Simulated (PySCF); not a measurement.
**GeS (germanium sulfide) at CCSDT/STO-6G**

Aim: the vertical ionisation energy of GeS (germanium sulfide) at CCSDT/STO-6G, from 2 runs. Input form: a Python script.

The calculation is run with PySCF 2.14.0.

12 further runs of the same task are left out: 5 that didn't finish, 7 set aside as unsound or not needed.

## 1. Starting point

The species is GeS (2 atoms), meant as a singlet with charge 0. As SMILES, `[S+]#[Ge-]`. Geometry: the measured bond length.

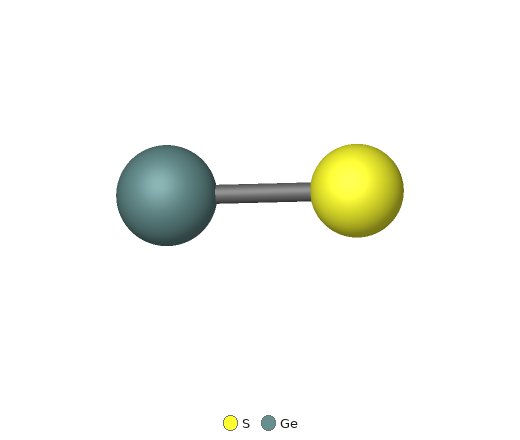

The structure, seen from a chosen angle (sulfur yellow, germanium teal).

## 2. A single-point energy at CCSDT/STO-6G

Contents of calc.py:

```python
from pyscf import gto, scf, cc

system = gto.M(
    atom='''
S        0.000000       0.000000       0.000000
Ge       0.000000       0.000000       2.012086
''',
    charge=0,
    basis='sto-6g',
    verbose=3,
    max_memory=1860,
    spin=0,
)

myscf = scf.RHF(system)
myscf.conv_tol = 1e-10
myscf.kernel()
if not myscf.converged:
    myscf = myscf.newton().run(myscf.mo_coeff, myscf.mo_occ)

mycc = cc.CCSDT(myscf, frozen=14)
mycc.kernel()
e_final = mycc.e_tot
print('Final energy', e_final)
```

On the command line:

```sh
$ OMP_NUM_THREADS=1 python calc.py
```

The program printed:

```text
converged SCF energy = -2460.41466271926
_make_eris_incore_RCCSDT

WARN: A large `blksize` is being used, which may cause large memory consumption
      for storing contraction intermediates. If memory is sufficient, consider using
      `pyscf.cc.rccsdt_highm.RCCSDT` instead.

RCCSDT converged
E(RCCSDT) = -2460.523803552391   E_corr = -0.1091408331359098
E_corr(same-spin) = -0.0213737953156449
E_corr(oppo-spin) = -0.087767037820265
Final energy -2460.523803552391
```

It took 2.1 s on 1 thread of Arm Neoverse V1, shared host; peak memory 0.1 GiB.

## 3. The doublet cation at the same level

Contents of job.py:

```python
from pyscf import gto, scf, cc

mol = gto.M(
    atom='''
S      0.000000     0.000000     0.000000
Ge     0.000000     0.000000     2.012086
''',
    max_memory=1860,
    charge=1,
    verbose=3,
    spin=1,
    basis='sto-6g',
)

calc0 = scf.UHF(mol)
calc0.conv_tol = 1e-10
calc0.kernel()
if not calc0.converged:
    calc0 = calc0.newton().run(calc0.mo_coeff, calc0.mo_occ)

mycc = cc.CCSDT(calc0, frozen=14)
mycc.kernel()
etot = mycc.e_tot
print('E(%s) = %.9f' % ('CCSDT', etot))
```

On the command line:

```sh
$ OMP_NUM_THREADS=1 python job.py
```

The program printed:

```text
converged SCF energy = -2460.1838190161  <S^2> = 0.80112901  2S+1 = 2.0504917
_make_eris_incore_UCCSDT

WARN: A large `blksize_v_aaa` is being used, which may cause large memory consumption
      for storing contraction intermediates. If memory is sufficient, consider using
      `pyscf.cc.uccsdt_highm.UCCSDT` instead.

WARN: A large `blksize_v_aab` is being used, which may cause large memory consumption
      for storing contraction intermediates. If memory is sufficient, consider using
      `pyscf.cc.uccsdt_highm.UCCSDT` instead.

UCCSDT converged
E(UCCSDT) = -2460.304307873499   E_corr = -0.1204888573994775
E_corr(same-spin) = -0.0184259735697361
E_corr(oppo-spin) = -0.102062883829741
E(CCSDT) = -2460.304307873
```

Wall time 4.2 s (1 thread of Arm Neoverse V1, shared host); peak memory 0.11 GiB.

## 4. What came out

At CCSDT/STO-6G, 14 core orbitals frozen:

```
                                                                  quantity           value
                                                 singlet GeS: total energy  -2460.52380 Eh
                         singlet GeS: dipole moment (Hartree–Fock density)          1.22 D
                          singlet GeS: HOMO energy (Hartree–Fock orbitals)        -6.47 eV
                          singlet GeS: LUMO energy (Hartree–Fock orbitals)         5.37 eV
                        singlet GeS: HOMO–LUMO gap (Hartree–Fock orbitals)        11.84 eV
                 singlet GeS: correlation energy (14 core orbitals frozen)      -109.1 mEh
                                                singlet GeS: T1 diagnostic           0.024
                                              doublet cation: total energy  -2460.30431 Eh
doublet cation: HOMO energy (Hartree–Fock orbitals) (highest over α and β)       -14.47 eV
 doublet cation: LUMO energy (Hartree–Fock orbitals) (lowest over α and β)        -5.99 eV
              doublet cation: correlation energy (14 core orbitals frozen)      -120.5 mEh
                         doublet cation: ⟨S²⟩ of the reference determinant           0.801
                                             doublet cation: T1 diagnostic           0.051
                        vertical ionisation energy (to the doublet cation)        5.973 eV
```

**Reading.** Removing an electron at fixed nuclei costs 5.97 eV (576 kJ/mol). In a minimal basis such a difference can be off by several eV, whatever the method. The T1 diagnostic (singlet GeS) of 0.024 is above the customary mark for such species, so a single reference may not serve. The T1 diagnostic (doublet cation) of 0.051 is above the customary mark for such species, so a single reference may not serve.
